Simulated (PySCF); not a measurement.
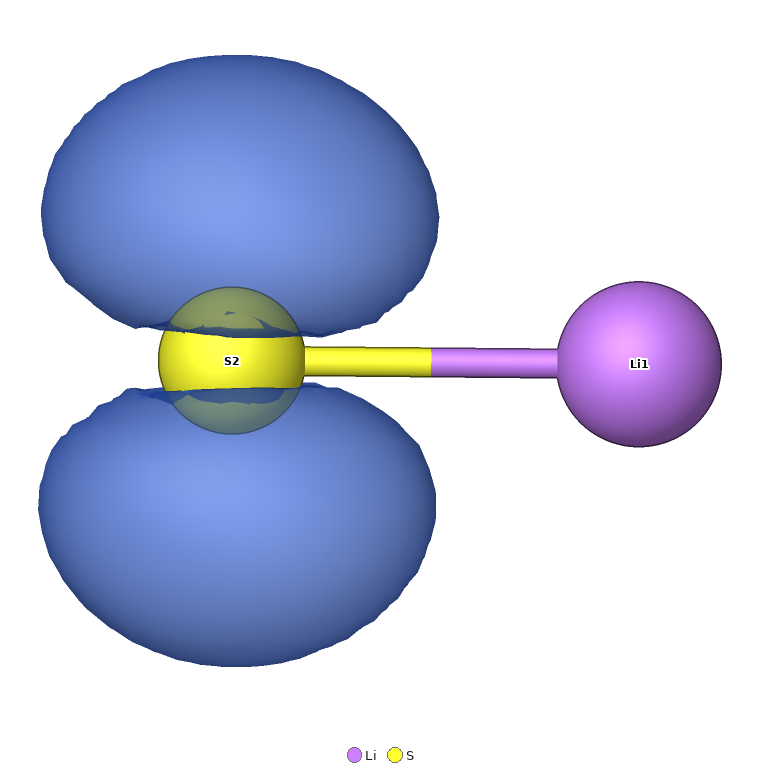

Figure 1: LiS (doublet). Isosurface of the spin density at +0.03 e/Å³ (blue), seen from one side.

The calculation used PySCF 2.14.0, PBE0/pcseg-1, non-relativistic, at a bond length of 2.164 Å.

```xyz
2

Li    0.0000    0.0000   -1.7746
S     0.0000    0.0000    0.3894
```

Which atoms carry the spin?

The unpaired spin (1 electron) lies mostly on S2 (about 0.9), in electrons by Hirshfeld's partition.
